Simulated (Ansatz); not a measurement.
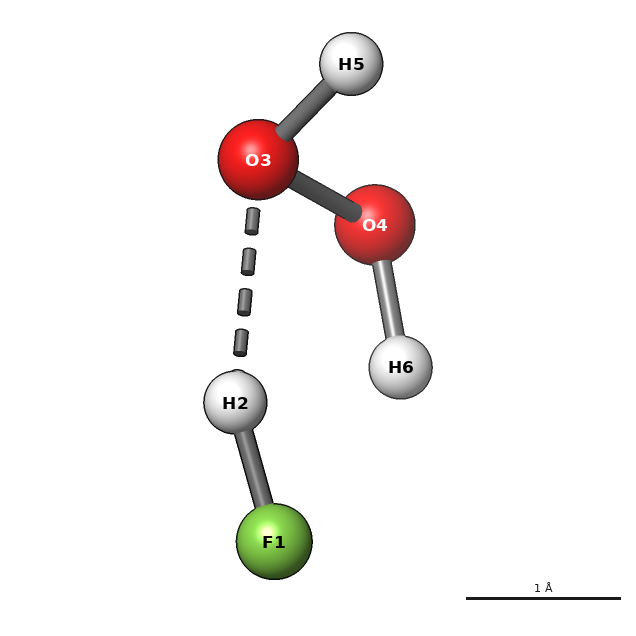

Two molecules or ions; the broken line marks their closest contact (measured against van der Waals radii). Geometry: a pair of rigid molecules at a changed separation. Program: Ansatz 0.2.0.

Question: Which two species are they?

Answer: HF and H2O2 (`F.OO`).

Question: How long is the contact?

Answer: H2···O3 is 1.78 Å.

Give the counterpoise-corrected interaction energy (kcal/mol, monomers kept as in the pair) with RHF-CCSD(T) (frozen core)/def2-TZVPPD; PBE-D4/def2-TZVPPD; r2SCAN-D4/def2-TZVPPD; B3LYP-D4/def2-TZVPPD.

```tsv
level	interaction energy (kcal/mol)
RHF-CCSD(T) (frozen core)/def2-TZVPPD	−7.0
PBE-D4/def2-TZVPPD	−8.2
r2SCAN-D4/def2-TZVPPD	−8.7
B3LYP-D4/def2-TZVPPD	−7.8
```
